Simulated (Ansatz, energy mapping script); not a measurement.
# LiNiSe2 in the alpha-NaFeO2 structure: J from the energies of magnetic orders

Wanted: the magnetic order of LiNiSe2 in the alpha-NaFeO2 structure, its couplings and an estimate of its ordering temperature, by PBEsol+U (7.8 eV).

Calculated with Ansatz 0.2.0; PBEsol with U = 7.8 eV on Ni d, ortho-atomic projectors; plane waves, U on orthogonalised atomic orbitals unless named otherwise, collinear spin, no spin–orbit coupling.

## Step 1: Starting point

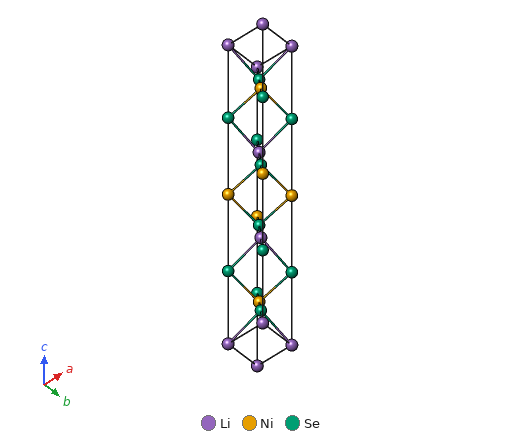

The starting structure, seen from a free direction (lithium purple, nickel orange, selenium teal). This picture shows the conventional cell, with its axes. Bonds to atoms that aren't drawn are left out. Some periodic images of atoms are drawn too.

This cell was built for the study (alpha-NaFeO2 prototype, lattice guessed from radii), not taken from an experiment; the compound need not form in this structure.

The cell was relaxed beforehand in Ansatz under PBE with U = 6.9 eV on Ni d, ortho-atomic projectors, D3(BJ) dispersion, from parallel moments.

The U corrects the self-interaction that lets semilocal functionals spread d and f electrons too far. Its value here is typed, not computed.

## Step 2: Probe run

One run in the crystal's own cell, under PBEsol with U = 6.6 eV on Ni d, ortho-atomic projectors, shows which elements keep a moment. Transition or f elements with 0.3 μB or more enter the spin model; moments induced on other atoms do not.

File input.yaml:

```yaml
crystal:
  lattice:
    - [1.798064091, 1.038129838, 6.100697506]
    - [-1.798064091, 1.038129838, 6.100697506]
    - [0.0, -2.076208523, 6.10070621]
  atoms:
    - { symbol: Li, position: [0.0, 0.0, 0.0] }
    - { symbol: Ni, position: [0.5, 0.5, 0.5], spin: 2.0 }
    - { symbol: Se, position: [0.243619626, 0.243619626, 0.243619626] }
    - { symbol: Se, position: [0.756380374, 0.756380374, 0.756380374] }
magnetization:
  spin_polarized: true
kpoints:
  mp_grid: { grid: [8, 8, 8] }
hamiltonian:
  xc: pbesol
  hubbard:
    sites: [{ species: Ni, l: d, u_eff: 6.6 }]
    projectors: ortho-atomic
scf:
  occupations: { method: fermi_dirac, width: 0.05 }
output:
  eigenvalues: true
```

Command:

```
> ansatz run input.yaml --threads 4 --pin off --max-ram 8192MiB --backend cpu --events-out ev --progress --plain --runs-dir out
```

Numbers of over 12 decimals in the logs are rounded to 6 here.

Output:

```text
basis.fft_grid_basis auto: the FFT boxes are laid along the combinations [[1, 0, -1], [0, 1, -1], [0, 0, 1]] of the cell's own vectors, 3.596, 3.596 and 6.444 Å long. The dense box has 25×25×45 points. Along the cell's own vectors, as sized, it would have 45×45×45, 3.24 times as many. Of the 12 symmetry operations that the crystal satisfies within crystal.symmetry.tolerance (time reversal apart; of a slab, those that [...]
Engine: ansatz 0.2.0, aarch64-unknown-linux-gnu
Pseudopotentials: kind: paw
Pseudopotential: Li, paw, valence charge 3, recommended cutoff 420 eV (normal), Li.paw.azcp
Pseudopotential: Ni, paw, valence charge 18, recommended cutoff 420 eV (normal), Ni.paw.azcp
Pseudopotential: Se, paw, valence charge 16, recommended cutoff 420 eV (normal), Se.paw.azcp
Functional definition: PBEsol
  exchange = pbesol_x
  correlation = pbesol_c
Crystal: 4 atoms, lattice volume = 68.325 Å³
Basis set: ecut = 420 eV, 1317 PW (Γ), FFT grids on a1−a3, a2−a3, a3
Bands: 33, of which v1, the nominal top of the filled ones, is band 27 counted from 1 (26 counted from 0)
Symmetry: 12 space group operations
Space group: R-3m (ITA 166), of the structure as read, at distance tolerance 4.1e-5 Å
Magnetic group: BNS 166.97 (UNI 1327), of the structure as read, at distance tolerance 4.1e-5 Å
k-points: 65 of 512
Non-local potential: Li, projectors of the file, l = 0: 3, l = 1: 2, l = 2: 1
Non-local potential: Ni, projectors of the file, l = 0: 3, l = 1: 2, l = 2: 3, l = 3: 1
Non-local potential: Se, projectors of the file, l = 0: 2, l = 1: 2, l = 2: 3, l = 3: 1
PAW form: soft (Blöchl's): semilocal exchange-correlation on the pseudo side does not see the compensation charge
PAW frozen core: Ni, regenerated for the run's functional, and the local potential with it (the file was generated under x = pbe(κ = 0.804, μ = 0.219515), c = pbe(β = 0.066725))
PAW frozen core: Se, regenerated for the run's functional, and the local potential with it (the file was generated under x = pbe(κ = 0.804, μ = 0.219515), c = pbe(β = 0.066725))
PAW one-centre angular grid: Li, 110 points (default); XC on 64 Gauss nodes
PAW one-centre angular grid: Ni, 590 points (default); XC on 64 Gauss nodes
PAW one-centre angular grid: Se, 590 points (default); XC on 64 Gauss nodes
Initial density: superposition of atomic densities (chi_scale 0.1, normalization cell, long waves kept (reshape's long-wave potential 0.03 eV rms))
Starting moments: Σ|m| = 2 μB on 1 of 4 sites
Initial wavefunctions: pseudopotential atomic-orbital guess
Functional: x = pbesol(κ = 0.804, μ = 0.123457), c = pbesol(β = 0.046)
[...]
SCF iter  24: F=—  HF=-16856.102947 eV  |F-HF|=—  |Δ(HF+E_count)|=   2.59e-8  Δρ=2.81e-5 (↑8.58e-6 ↓2.81e-5)  dr2=8.19e-7  dr2_m=6.48e-8  M=1.150 μB ∫|m|=1.603 μB  β_m=0.98  ethr=1.29e-9  ⟨swp⟩=2.0  Hψ=5297  notcnv=0  defer=208
SCF iter  25: F=—  HF=-16856.102947 eV  |F-HF|=—  |Δ(HF+E_count)|=   1.60e-8  Δρ=1.76e-5 (↑7.06e-6 ↓1.76e-5)  dr2=3.78e-7  dr2_m=1.85e-8  M=1.150 μB ∫|m|=1.603 μB  β_m=0.99  ethr=1.29e-9  ⟨swp⟩=1.0  Hψ=4083  notcnv=0  defer=208
iter 26 met the thresholds in force, and the SCF goes on: an eigenvalue changes by 0.82 meV, over its tolerance of 0.50 meV (output.eigenvalues, Limitations)
SCF iter  26: F=-16856.102947 eV  HF=-16856.102947 eV  |F-HF|=1.48e-8  |Δ(HF+E_count)|=   2.99e-8  Δρ=2.77e-6 (↑1.74e-6 ↓2.77e-6)  dr2=9.95e-9  dr2_m=2.72e-10  M=1.150 μB ∫|m|=1.603 μB  β_m=0.78  ethr=1.89e-10  ⟨swp⟩=7.2  Hψ=14174  notcnv=0
SCF iter  27: F=-16856.102947 eV  HF=-16856.102947 eV  |F-HF|=1.20e-10  |Δ(HF+E_count)|=   2.72e-9  Δρ=4.64e-7 (↑2.59e-7 ↓4.64e-7)  dr2=4.20e-11  dr2_m=5.56e-11  M=1.150 μB ∫|m|=1.603 μB  ethr=1.88e-11  ⟨swp⟩=1.0  Hψ=12117  notcnv=0
SCF 1 converged in 27 iterations: F = -16856.102947 eV  dr2 = 4.20e-11
[...]
SCF converged after 27 iterations
an eigenvalue changed by more than its tolerance at an iteration that met the thresholds in force, so the SCF went on 1 time: the last check found none over its tolerance
Magnetization: 1.1495 μB (27.0748 up, 25.9252 down)
Absolute magnetization: 1.5952 μB (∫|ρ↑−ρ↓|, with the PAW one-centre terms)
Spin contamination: 0.3251 ħ² per cell (⟨S²⟩ above its minimum at these occupations)
Per-site moments (μB) at R_I (Å): [(0.028345, 1.091895), (1.285948, 1.034899), (-0.068962, 1.034899), (-0.068962, 1.034899)]
Free energy (F): -16856.102947 eV
Harris-Foulkes:  -16856.102947 eV  (|F-HF|=1.20e-10)
Internal energy: -16856.086261 eV  (E = F + TS)
E sigma→0 (E₀):  -16856.094604 eV
Entropy (-TS):   -0.016685 eV (-4.171 meV/atom)
Fermi energy:    9.090249 eV
--- Per-component energies (eV) ---
  E_band       = -1256.155651
  E_kinetic    = 539.104243
  E_local      = -10011.516152  (includes V_loc(G=0)·N_el)
  E_nonlocal   = -576.036981
  E_hartree    = 4619.549920
  E_xc         = -300.590193
  E_vxc        = -317.780095  (∫ρ·V_xc dr)
  E_hubbard    = 1.834594  (on-site DFT+U / exact-exchange correction)
  E_vhub       = -24.710997  (the Hubbard potential's part of the band-sum identity)
  E_paw        = -5353.363689  (= ΣΔE_a)
  E_vpaw       = -104.314597  (= ΣTr[D̂ρ^β])
  E_aug_tail   = -0.000824  (compensation charges beyond the density's cutoff)
  E_ewald      = -5777.281370
  E_core_change = 2.214190  (= ΣΔE_core)
  E_smearing   = -0.016685  (= −TS)
  E_closure    = -0.000000  (closes the sum)
  Σ components = -16856.102947   (vs F -16856.102947, Δ=0.00e0)
--- Band table (eV; the first three rows and the last of 130) ---
  k-point 0 ↑: bands = [... 23 lower, 9.1326, 9.4573, 9.4573, 9.8789, 9.8789, 13.6055, 13.9145, 16.0016, ... 2 higher]
  k-point 1 ↑: bands = [... 23 lower, 8.3515, 8.8830, 9.1613, 9.1661, 9.7034, 14.3419, 14.7215, 16.1413, ... 2 higher]
  k-point 2 ↑: bands = [... 23 lower, 6.5650, 7.3805, 8.5076, 9.0575, 9.3889, 14.0106, 15.5754, 16.2983, ... 2 higher]
  k-point 64 ↓: bands = [... 23 lower, 7.5512, 9.2382, 9.2382, 11.2970, 11.2970, 14.6471, 14.7018, 17.2051, ... 2 higher]
Occupation matrices written to <dir>
```

Run time: 8.8 s. Hardware: 4 threads of Arm Neoverse V2, shared host; peak memory 0.57 GiB.

Reading the cycles: dr2 is the Hartree energy of the density residual (eV), the measure of convergence; HF is the Harris–Foulkes estimate of the energy, which meets the free energy F at convergence.

Spin moment in the sphere by atom:

| atom | spin moment in the sphere (μB) |
| --- | --- |
| Li1 | 0.03 |
| Ni2 | 1.29 |
| Se3 | -0.07 |
| Se4 | -0.07 |

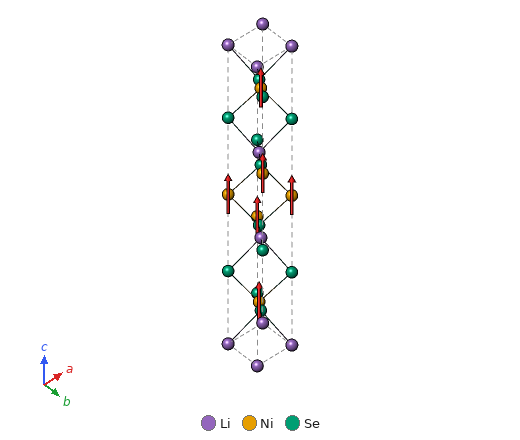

Spin moment in the sphere as arrows, the longest 1.29 μB. Up and down stand for the sign. Arrows give size and sign along the axis of quantisation, drawn up and down the page. Bonds to atoms that aren't drawn are left out. Some periodic images of atoms are drawn too.

The run ends ferromagnetic; Ni carries the moments.

## Step 3: A run to fix the orbital filling

A corrected shell can settle in several orbital fillings. One parallel run, with an occupation width a fifth wider than the orders use, therefore is to supply the occupation matrices. All orders start from them.

input.yaml, the sections that differ from step 2:

```yaml
kpoints:
  mp_grid: { grid: [12, 12, 12] }
hamiltonian:
  xc: pbesol
  hubbard:
    sites: [{ species: Ni, l: d, u_eff: 7.8 }]
    projectors: ortho-atomic
scf:
  occupations: { method: fermi_dirac, width: 0.036 }
# crystal, magnetization, output: as in step 2
```

Output:

```text
[...]
Crystal: 4 atoms, lattice volume = 68.325 Å³
Basis set: ecut = 420 eV, 1317 PW (Γ), FFT grids on a1−a3, a2−a3, a3
Bands: 33, of which v1, the nominal top of the filled ones, is band 27 counted from 1 (26 counted from 0)
Symmetry: 12 space group operations
[...]
k-points: 189 of 1728
[...]
Starting moments: Σ|m| = 2 μB on 1 of 4 sites
[...]
SCF iter   1: F=—  HF=-16860.762038 eV  |F-HF|=—  |Δ(HF+E_count)|=         —  Δρ=2.35e-1 (↑4.23e-2 ↓2.35e-1)  dr2=4.25e1  dr2_m=6.39e0  M=0.239 μB ∫|m|=0.270 μB  β_m=0.30  ethr=3.10e-3  ⟨swp⟩=6.0  Hψ=47076  notcnv=0
[...]
SCF iter  15: F=—  HF=-16856.146765 eV  |F-HF|=—  |Δ(HF+E_count)|=   2.78e-2  Δρ=3.02e-2 (↑2.63e-2 ↓3.02e-2)  dr2=2.35e0  dr2_m=2.45e-3  M=1.051 μB ∫|m|=2.192 μB  β_m=0.30  ethr=5.22e-5  ⟨swp⟩=2.0  Hψ=14080  notcnv=0  defer=620
[...]
spin-set hold released at iteration 15 (site moments contracting): the magnetisation degrees of freedom join the quasi-Newton model from the next iteration; the mixer history was flushed
SCF iter  16: F=—  HF=-16855.860225 eV  |F-HF|=—  |Δ(HF+E_count)|=   2.87e-1  Δρ=8.93e-3 (↑8.93e-3 ↓7.19e-3)  dr2=3.86e-1  dr2_m=8.11e-4  M=1.081 μB ∫|m|=2.076 μB  β_m=0.35  ethr=5.22e-5  ⟨swp⟩=3.8  Hψ=29539  notcnv=0  defer=621
[...]
SCF iter  26: F=-16855.793326 eV  HF=-16855.793326 eV  |F-HF|=1.18e-9  |Δ(HF+E_count)|=   8.97e-8  Δρ=3.20e-6 (↑8.73e-7 ↓3.20e-6)  dr2=6.61e-9  dr2_m=1.14e-9  M=1.109 μB ∫|m|=1.779 μB  ethr=8.43e-11  ⟨swp⟩=1.1  Hψ=35859  notcnv=0
SCF 1 converged in 26 iterations: F = -16855.793326 eV  dr2 = 6.61e-9
[...]
Symmetry: 6 space group operations
k-points: 294 of 1728
[...]
Starting moments: Σ|m| = 2 μB on 1 of 4 sites; this step starts from the density that it was given
[...]
SCF 2 converged in 4 iterations: F = -16855.793326 eV  dr2 = 6.71e-9
an SCF along what the orbitals of the run's state read of its open shells (or to have them read: on a GPU, or by another smearing), with 6 of the crystal's symmetry operations given up (294 k-points in place of 189), reached no lower state that the run goes on to. This is no proof of a minimum
SCF converged after 26 iterations
[...]
Magnetization: 1.1093 μB (27.0546 up, 25.9454 down)
Absolute magnetization: 1.7656 μB (∫|ρ↑−ρ↓|, with the PAW one-centre terms)
[...]
Per-site moments (μB) at R_I (Å): [(0.023992, 1.091895), (1.371599, 1.034899), (-0.108127, 1.034899), (-0.108127, 1.034899)]
Free energy (F): -16855.793326 eV
[...]
Internal energy: -16855.786690 eV  (E = F + TS)
E sigma→0 (E₀):  -16855.790008 eV
Entropy (-TS):   -0.006636 eV (-1.659 meV/atom)
Fermi energy:    9.098636 eV
[...]
--- Band table (eV; the first three rows and the last of 378) ---
  k-point 0 ↑: bands = [... 23 lower, 9.1790, 9.5041, 9.5041, 9.8565, 9.8565, 13.6097, 13.9226, 16.0021, ... 2 higher]
  k-point 1 ↑: bands = [... 23 lower, 8.9270, 9.1902, 9.3494, 9.3569, 9.7805, 14.0177, 14.4275, 15.9596, ... 2 higher]
  k-point 2 ↑: bands = [... 23 lower, 7.7182, 8.3658, 8.9788, 9.1818, 9.6003, 14.4381, 15.0151, 16.6048, ... 2 higher]
  k-point 188 ↓: bands = [... 23 lower, 7.6930, 9.2313, 9.2313, 11.4450, 11.4450, 14.6309, 14.6878, 17.1653, ... 2 higher]
Occupation matrices written to <dir>
```

Elapsed: 66 s, on 4 threads; peak memory 3.4 GiB; 4.3 min of CPU time.

Numbers from this step:

* final state: ferromagnetic
* electrons in the corrected shells: 8.545 e
* largest moment: 1.372 μB

## Step 4: Order 1: parallel, cell A of 8 atoms

Each cell gets its own parallel run on the same mesh, so that most of the mesh error cancels in the differences.

File input.yaml:

```yaml
crystal:
  lattice:
    - [-1.798064091, 3.114338361, -8.704e-06]
    - [-5.394192273, -3.114338361, 8.704e-06]
    - [1.798064091, 1.038129838, 6.100697506]
  atoms:
    - { symbol: Li, position: [0.5, 0.5, 0.0] }
    - { symbol: Li, position: [0.0, 0.0, 0.0] }
    - { symbol: Ni, position: [0.5, 0.0, 0.5], spin: 2.0 }
    - { symbol: Ni, position: [0.0, 0.5, 0.5], spin: 2.0 }
    - { symbol: Se, position: [0.5, 0.743619626, 0.730858878] }
    - { symbol: Se, position: [0.0, 0.243619626, 0.730858878] }
    - { symbol: Se, position: [0.5, 0.256380374, 0.269141122] }
    - { symbol: Se, position: [0.0, 0.756380374, 0.269141122] }
magnetization:
  spin_polarized: true
kpoints:
  mp_grid: { grid: [10, 6, 6] }
hamiltonian:
  xc: pbesol
  hubbard:
    sites:
      - { species: Ni, l: d, u_eff: 7.8 }
      - { site: 2, l: d, u_eff: 7.8, starting_ns: [{ spin: up, occupation_matrix: ni2_major }, { spin: down, occupation_matrix: ni2_minor }] }
      - { site: 3, l: d, u_eff: 7.8, starting_ns: [{ spin: up, occupation_matrix: ni2_major }, { spin: down, occupation_matrix: ni2_minor }] }
    projectors: ortho-atomic
    occupation_matrices:
      ni2_major:
        matrix:
          - [0.995, 0.0, 0.0, 0.0, 0.0]
          - [0.0, 0.983, 0.0, 0.0, 0.009]
          - [0.0, 0.0, 0.983, 0.009, 0.0]
          - [0.0, 0.0, 0.009, 0.989, 0.0]
          - [0.0, 0.009, 0.0, 0.0, 0.989]
      ni2_minor:
        matrix:
          - [0.993, 0.0, 0.0, 0.0, 0.0]
          - [0.0, 0.531, 0.0, 0.0, 0.317]
          - [0.0, 0.0, 0.531, 0.317, 0.0]
          - [0.0, 0.0, 0.317, 0.775, 0.0]
          - [0.0, 0.317, 0.0, 0.0, 0.775]
scf:
  occupations: { method: fermi_dirac, width: 0.03 }
output:
  eigenvalues: true
  write_density: true
  write_potential: true
  elf: true
  volumetric_format: npy
```

Output:

```text
Warning: crystal.symmetry: narrowed to the stabiliser of the occupation matrices — unitary ops 8 → 4; lowered by the specified shells (site 2, l: d), (site 3, l: d); largest admitted image defect 4.4e-16, smallest excluded 3.4e-6 — at a rounding scale rather than a splitting's, so precision (not physics) most likely lowered the group: (i) a fixed point transcribed at too few decimals — re-emit the block at full precision (to 7 decimals or more, rounded to nearest) from a symmetrised source (a converged report's `n_mat` / `n_mat_spinor`) (of a frozen-density pass: in the run whose state it reads); [rest of the remark cut]
[...]
Crystal: 8 atoms, lattice volume = 136.650 Å³
Basis set: ecut = 420 eV, 2645 PW (Γ)
Bands: 66, of which v1, the nominal top of the filled ones, is band 53 counted from 1 (52 counted from 0)
Symmetry: 4 space group operations
k-points: 184 of 360
[...]
Starting moments: Σ|m| = 4 μB on 2 of 8 sites
[...]
SCF iter   1: F=—  HF=-33720.829373 eV  |F-HF|=—  |Δ(HF+E_count)|=         —  Δρ=2.23e-1 (↑4.17e-2 ↓2.23e-1)  dr2=7.70e1  dr2_m=1.12e1  M=0.725 μB ∫|m|=0.793 μB  β_m=0.30  ethr=3.10e-3  ⟨swp⟩=6.0  Hψ=83729  notcnv=0  defer=136
[...]
SCF iter  16: F=-33711.580386 eV  HF=-33711.580386 eV  |F-HF|=1.94e-8  |Δ(HF+E_count)|=   1.77e-7  Δρ=2.41e-6 (↑1.84e-6 ↓2.41e-6)  dr2=4.42e-8  dr2_m=7.91e-10  M=2.226 μB ∫|m|=3.555 μB  ethr=9.43e-11  ⟨swp⟩=8.5  Hψ=96185  notcnv=0
SCF 1 converged in 16 iterations: F = -33711.580386 eV  dr2 = 4.42e-8
[...]
SCF converged after 16 iterations
Magnetization: 2.2258 μB (54.1129 up, 51.8871 down)
Absolute magnetization: 3.5285 μB (∫|ρ↑−ρ↓|, with the PAW one-centre terms)
[...]
Per-site moments (μB) at R_I (Å): [(0.024019, 1.091895), (0.024019, 1.091895), (1.372223, 1.034899), (1.372223, 1.034899), (-0.107150, 1.034899), (-0.107150, 1.034899), (-0.107150, 1.034899), (-0.107150, 1.034899)]
Free energy (F): -33711.580386 eV
[...]
Internal energy: -33711.571018 eV  (E = F + TS)
E sigma→0 (E₀):  -33711.575702 eV
Entropy (-TS):   -0.009368 eV (-1.171 meV/atom)
Fermi energy:    9.107642 eV
[...]
--- Specified on-site occupations, and those of the state reported ---
  electrons in the specified blocks: 17.0880 specified, 17.0904 found
  site 3 (l=d) ↑: largest change of an orbital's occupation 0.0010; electrons 4.9390 specified, 4.9397 found; spectral distance 0.0011
[...]
site 2 (l=d) ↓: largest change of an orbital's occupation 0.0004; electrons 3.6050 specified, 3.6055 found; spectral distance 0.0007
[...]
--- Band table (eV; the first three rows and the last of 368) ---
  k-point 0 ↑: bands = [... 49 lower, 9.1790, 9.5026, 9.5033, 9.5955, 9.7071, 9.8549, 9.8558, 12.2911, ... 9 higher]
  k-point 1 ↑: bands = [... 49 lower, 8.6657, 9.1263, 9.4602, 9.4608, 9.5460, 9.8879, 9.8888, 12.4760, ... 9 higher]
  k-point 2 ↑: bands = [... 49 lower, 7.6055, 8.2562, 9.2073, 9.3911, 9.3917, 9.9382, 9.9391, 12.7961, ... 9 higher]
  k-point 183 ↓: bands = [... 49 lower, 7.6154, 7.8026, 7.8026, 11.4120, 11.4120, 11.5056, 11.5056, 12.4944, ... 9 higher]
Occupation matrices written to <dir>
```

Run time: 83 s. Hardware: 4 threads; peak memory 2.5 GiB.

Spin moment in the sphere by atom:

| atom | spin moment in the sphere (μB) |
| --- | --- |
| Li1 | 0.02 |
| Li2 | 0.02 |
| Ni3 | 1.37 |
| Ni4 | 1.37 |
| Se5 | -0.11 |
| Se6 | -0.11 |
| Se7 | -0.11 |
| Se8 | -0.11 |

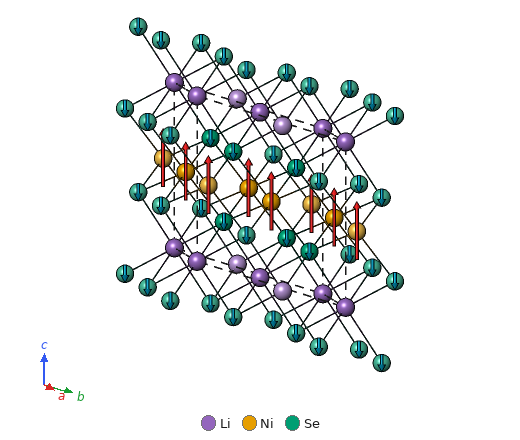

Spin moment in the sphere as arrows, the longest 1.37 μB. Up and down stand for the sign. Arrows give size and sign along the axis of quantisation, drawn up and down the page. Each arrow also spans its atom, so small moments look longer than they are. The two directions have two colours. Some periodic images of atoms are drawn too.

The run ends ferromagnetic.

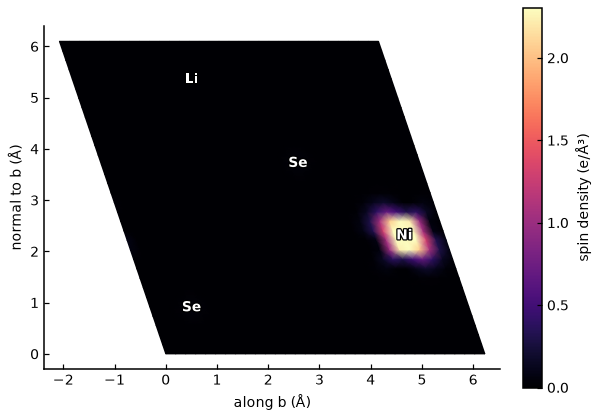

Spin density in the bc plane at fractional x = 0.000, with atoms of Li and Ni and Se within 0.2 Å of it. The map starts off the cell's origin, so that atoms lie inside it.

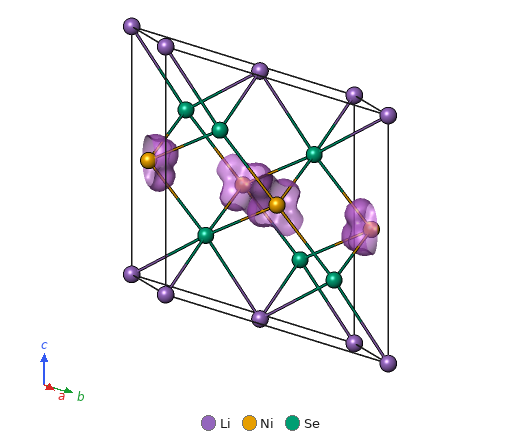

Surface of spin density = 0.12 e/Å³, which holds about 70 % of the integral of its size.

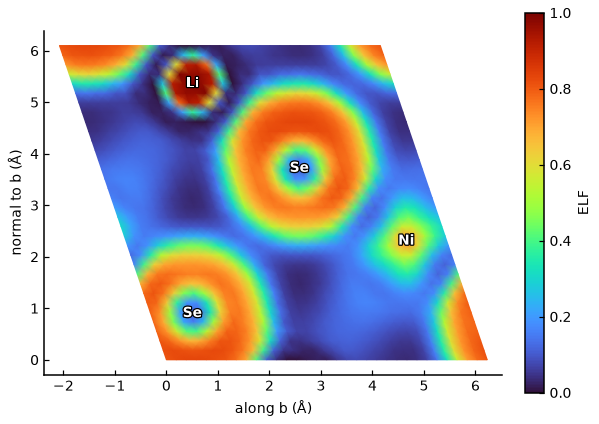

ELF in the bc plane at fractional x = 0.000, with atoms of Li and Ni and Se within 0.2 Å of it. It is the smooth field of the valence electrons, not physical close to the nuclei. The map starts off the cell's origin, so that atoms lie inside it.

[end of part 1 of 3]

[Logs and program files are shortened in this print: banners, set-up blocks, solver, clock and traceback lines can be left out without a mark of their own.]

[Logs are printed without paths, hosts, clocks, repeated set-up lines and the standing remarks that a program may print on its own settings, such as how far it seeks lower states.]

[Hosts, paths, dates, database ids (printed as entryN), source tags and the programs' standing remarks are cut or masked in the printed files.]

[Where a cell is said to come from a database of computed structures, the database is the Materials Project.]
